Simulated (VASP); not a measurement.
Band structure of LuGe₂ (space group Fm-3m). Computed with PBE GGA, VASP's PBE PAW potentials (set 64) (plane waves; VASP).

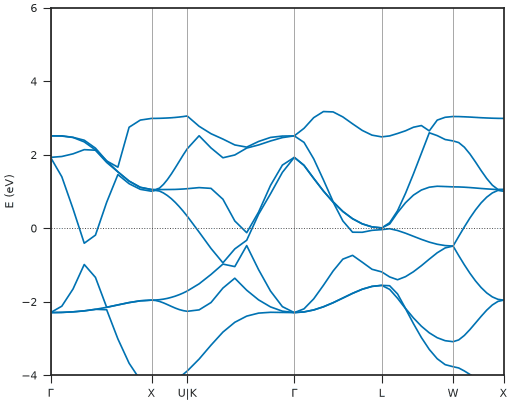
*Bands along high-symmetry lines, zero at the valence-band maximum or, without a gap, the Fermi level*

Problem. Read the plot: is there a gap, and where are the band edges?

Solution. It has no gap at this level: it comes out as a metal or semimetal.

The structure was generated: LuGe2 was put into an ordered model structure, which need not be its known phase. The cell was not relaxed at this level. The electron count is odd and the run is not spin-polarised, which forces a metal.
